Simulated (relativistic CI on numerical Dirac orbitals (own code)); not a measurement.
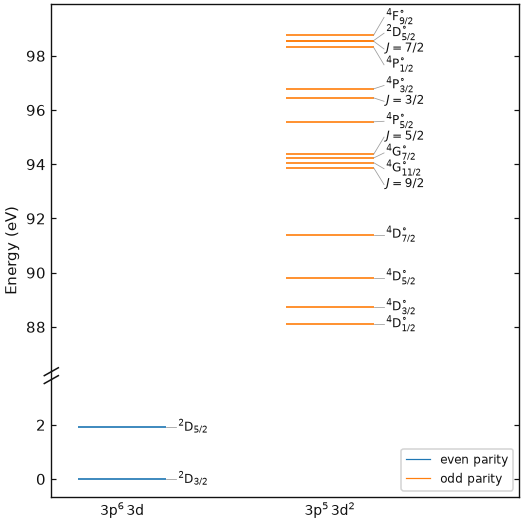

Fig. 1: Level diagram of Kr¹⁷⁺. The lowest level is 3p⁶ 3d ²D₃/₂. The first excited level, 3p⁶ 3d ²D₅/₂, lies at 1.92 eV. The lowest level of opposite parity, 3p⁵ 3d² ⁴D°₁/₂, is at 88.1 eV. The levels are in intermediate coupling, nearer LS (mean leading weight 73 % in LS and 71 % in jj).

```tsv
Configuration	Level	E (eV)	Landé g	Lifetime (s; – stable or not computed)
3p⁶ 3d	²D₃/₂	0	0.798	–
3p⁶ 3d	²D₅/₂	1.925	1.199	2.5×10⁻²
3p⁵ 3d²	⁴D°₁/₂	88.09	0.013	6.8×10⁻⁷
3p⁵ 3d²	⁴D°₃/₂	88.72	1.167	7.0×10⁻⁸
3p⁵ 3d²	⁴D°₅/₂	89.82	1.337	4.2×10⁻⁸
3p⁵ 3d²	⁴D°₇/₂	91.40	1.387	8.0×10⁻⁸
3p⁵ 3d²	[(3p₃/₂)³ 3d₃/₂ 3d₅/₂] J = 9/2	93.87	1.190	3.3×10⁻²
3p⁵ 3d²	⁴G°₁₁/₂	94.06	1.269	1.0×10¹
3p⁵ 3d²	⁴G°₇/₂	94.23	1.050	6.8×10⁻⁸
3p⁵ 3d²	[(3p₃/₂)³ (3d₃/₂)²] J = 5/2	94.37	0.985	4.1×10⁻⁹
3p⁵ 3d²	⁴P°₅/₂	95.57	1.400	2.4×10⁻⁶
3p⁵ 3d²	J = 3/2 (odd, mixed)	96.45	1.077	1.2×10⁻⁹
3p⁵ 3d²	⁴P°₃/₂	96.78	1.265	8.7×10⁻¹⁰
3p⁵ 3d²	⁴P°₁/₂	98.31	2.316	2.9×10⁻⁷
3p⁵ 3d²	[(3p₃/₂)³ 3d₃/₂ 3d₅/₂] J = 7/2	98.54	1.066	3.2×10⁻⁷
3p⁵ 3d²	²D°₅/₂	98.56	1.095	1.2×10⁻⁹
3p⁵ 3d²	⁴F°₉/₂	98.76	1.274	1.1×10⁻³
```

## Relativistic CI calculation, with input and output: Kr¹⁷⁺

Kr¹⁷⁺. Computed at this level: Dirac-Coulomb-Breit CI, KLI orbitals optimised for each configuration, model QED (radiative potential, 1s self-energy scaled to tabulated hydrogen-like ionisation energies), P86 correlation energy added to each configuration (relativistic CI on numerical Dirac orbitals, in-house).

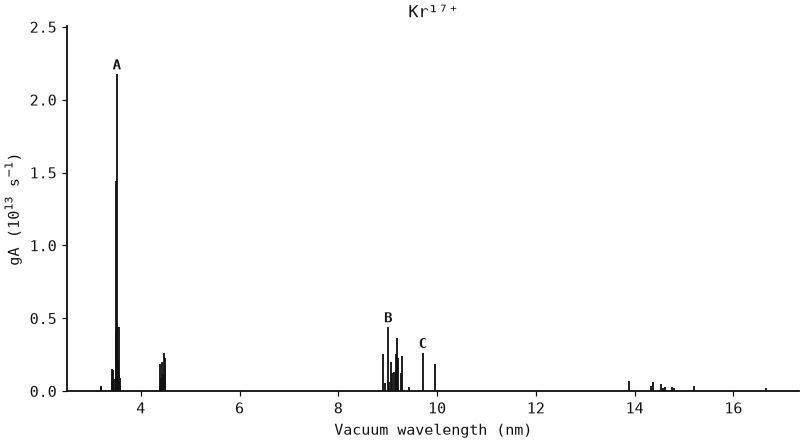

Fig. 2: The stronger electric dipole lines (weighted rates gA) for Kr¹⁷⁺ (krypton, Z = 36). A: 3s² 3p⁶ 4f ²F°₇/₂ → 3s² 3p⁶ 3d ²D₅/₂, 3.512 nm, gA = 2.2×10¹³ s⁻¹; B: 3s² 3p⁵ 3d² ²D°₅/₂ → 3s² 3p⁶ 3d ²D₅/₂, 9.008 nm, gA = 4.4×10¹² s⁻¹; C: 3s² 3p⁵ 3d² ²F°₇/₂ → 3s² 3p⁶ 3d ²D₅/₂, 9.710 nm, gA = 2.6×10¹² s⁻¹. The strongest, A, lies in the soft X-ray region.

These pictures come from the run below.

### The input
```
atom Kr  Z=36  charge=17  electrons=19
nucleus A=84  rms_radius_fm=4.1884
hamiltonian dirac-coulomb  breit=on  qed=on  c_scale=1
orbitals kli  potential=per-configuration
slater_scale 1
correlation p86
mixing on
configurations
  [Ar] 3d
  [Ne] 3s2 3p5 3d2
  [Ne] 3s 3p6 3d2
  [Ar] 4s
  [Ar] 4p
  [Ar] 4d
  [Ar] 4f
  [Ne] 3s2 3p5 3d 4s
  [Ne] 3s2 3p5 3d 4p
  [Ne] 3p6 3d3
  [Ne] 3p5 3d4
end
```

Launched within a batch (the task file carries these settings):
```bash
python <driver script> task.json out
```

The program writes its results to a structured record and prints no log; tables and figures of this report are taken from that record.

### Key numbers

- outcome: converged
- lowest level: 3s² 3p⁶ 3d ²D₃/₂
- first excited level: 3s² 3p⁶ 3d ²D₅/₂, 15,522 cm⁻¹
- ionisation energy: 641.299 eV
- levels computed: 357
- SCF iterations: 84
- hardware: 1 thread of Arm Neoverse N1, 98 GiB of memory available, shared host
- wall time: 0.74 s

### Notes

Limits: only a limited list of configurations is included, so lower levels can be missing; only lines among the lowest 200 of 357 levels are drawn.
